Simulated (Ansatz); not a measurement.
## Electronic structure of Cl$_{2}$F$_{2}$Ti···H$_{2}$ in real space

```tsv
atom	x (Å)	y (Å)	z (Å)
Ti	-0.0758	-0.1358	-0.0602
F	-0.0839	-0.1759	1.7258
Cl	1.9405	-0.2489	-0.8710
Cl	-1.1522	1.5889	-0.8346
F	-0.9200	-1.5404	-0.5981
H	1.3455	2.0610	1.1972
H	1.0248	1.6399	1.6818
```

Not at a stationary point (largest force 1.8 eV/Å).

Computed with Ansatz, RKS B3LYP-D4/def2-SVP.

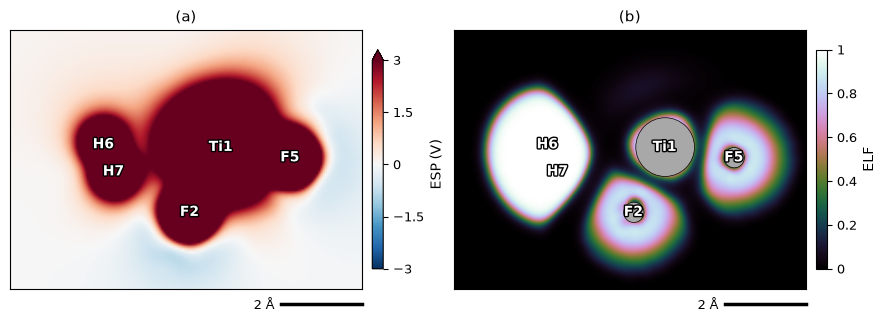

Figure 1. (a) electrostatic potential; (b) electron localisation function on the plane of atoms F2, Ti1 and F5. Grey discs cover the atomic cores in the ELF map.

> Interpret the plot.

- The section cuts through Ti, F and H sites.
- Ti1···H7 (2.72 Å): the ELF dips to about 0 between them.
- Ti–F (1.72 Å): the ELF peaks at about 0.80 in the valence shell of F, 0.5 Å from its nucleus, and drops to about 0.20 between the two atoms.
- H–H (0.72 Å): the ELF peaks at about 1 between the atoms; an ordinary covalent bond to hydrogen.
- Ti–F (1.79 Å): the ELF peaks at about 0.85 in the valence shell of F, 0.5 Å from its nucleus, and drops to about 0.20 between the two atoms.
- Outside the dense part of the complex the potential is most negative (−0.8 V) near F2.

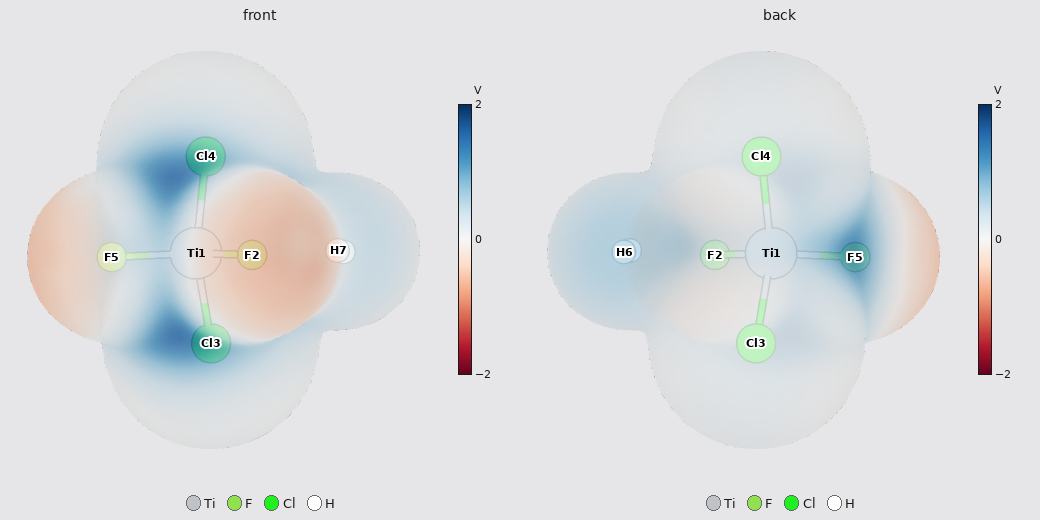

Figure 2. The molecular electrostatic potential painted on the density surface at 0.001 e/bohr³, seen from the front and from behind; red is negative and blue positive.

> Which sites attract a positive test charge, and which a negative one?

A positive charge is drawn to the negative regions and a negative charge to the positive ones. The most negative region (about −0.6 V) lies over F2, the most positive (about +1.5 V) over Ti1.

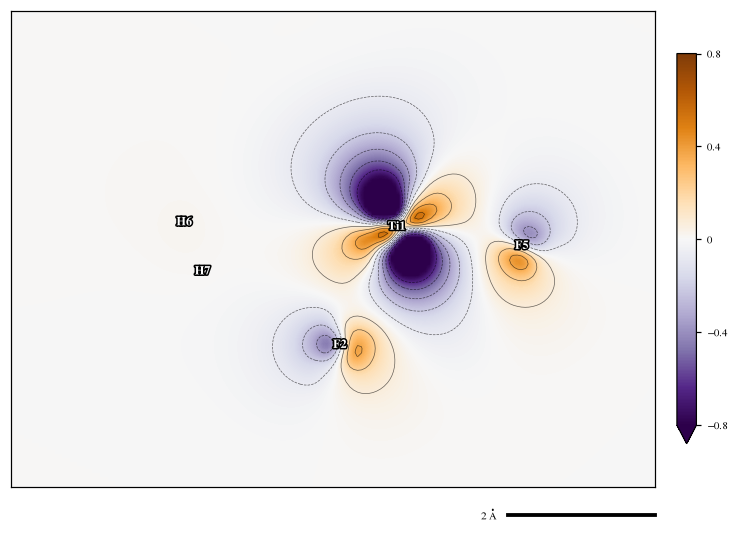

Figure 3. The LUMO on the plane of atoms F2, Ti1 and F5 (values in Å⁻³ᐟ²; the overall sign is arbitrary).

> Where does this orbital lie, and at what energy?

It lies mainly on Ti1 (about 75 %), Cl4 (about 10 %) and Cl3 (about 10 %). Its energy is −3.88 eV.
